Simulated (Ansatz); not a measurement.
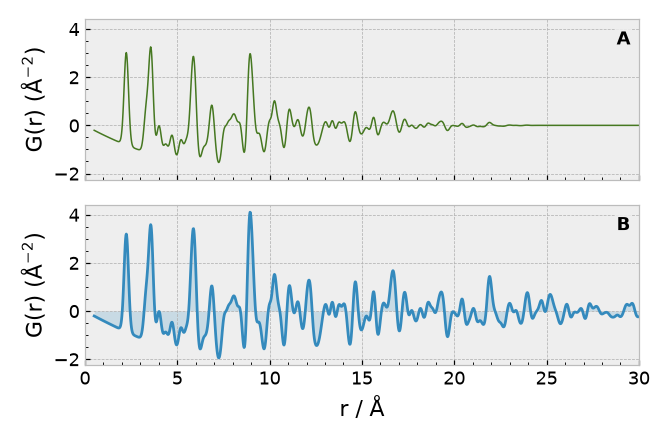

Computed X-ray G(r), with each pair weighted by the product of the atomic numbers (X-ray weights at Q = 0) and a uniform peak width σ = 0.12 Å, for spherical particles of P with the bulk structure: the bulk G(r) is multiplied by the envelope of a sphere of diameter D, 1 − 3r/2D + r³/2D³, with no surface relaxation. The number density is 0.0336 atoms per Å³. Basis of the simulation: the input geometry of an electronic-structure calculation (not necessarily at equilibrium).

Q: The diameters are 25 and 40 Å. Which curve belongs to which?

A: curve A: 25 Å; curve B: 40 Å. The smaller the particle, the sooner the oscillations die out.
